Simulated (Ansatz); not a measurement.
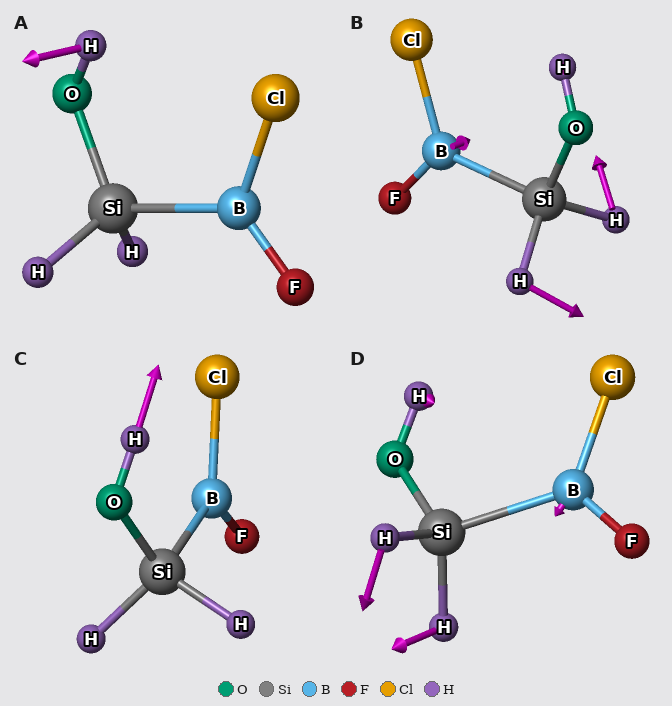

4 normal modes of one molecule or complex, as arrows. Harmonic vibrations computed with RKS PBE0-D4/def2-TZVP (Ansatz 0.2.0) at a stationary point of the same level.

Match the panels to the wavenumbers 163 cm⁻¹, 609 cm⁻¹, 958 cm⁻¹, 3912 cm⁻¹.

A: 163 cm⁻¹, a torsion or out-of-plane motion in which bond lengths and bond angles hardly change
B: 609 cm⁻¹, B–Si–H bending
C: 3912 cm⁻¹, O–H stretching
D: 958 cm⁻¹
